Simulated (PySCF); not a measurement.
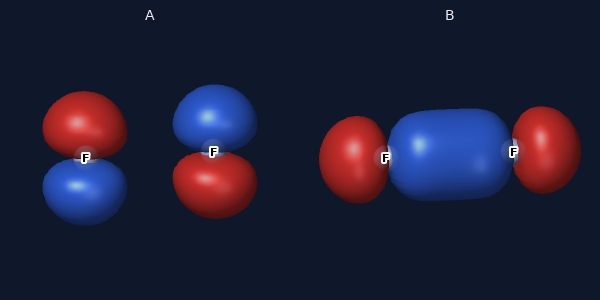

*F$_{2}$ (charge −1, doublet). Two frontier β-spin orbitals, each drawn at the value that holds 80 % of its norm (blue and red are the two phases), in no order; of a degenerate pair one member is drawn.*

These are results of PBE0/aug-pcseg-1, non-relativistic, at a bond length of 2.010 Å (PySCF 2.14.0), not measurements.

Question: Name the orbitals and rank them from lowest to highest energy.

Answer: Orbital B: σg, occupied in this spin, −2.52 eV; with no node between the nuclei.
Orbital A: πg, occupied in this spin, −2.43 eV; antibonding, with a node between the atoms.
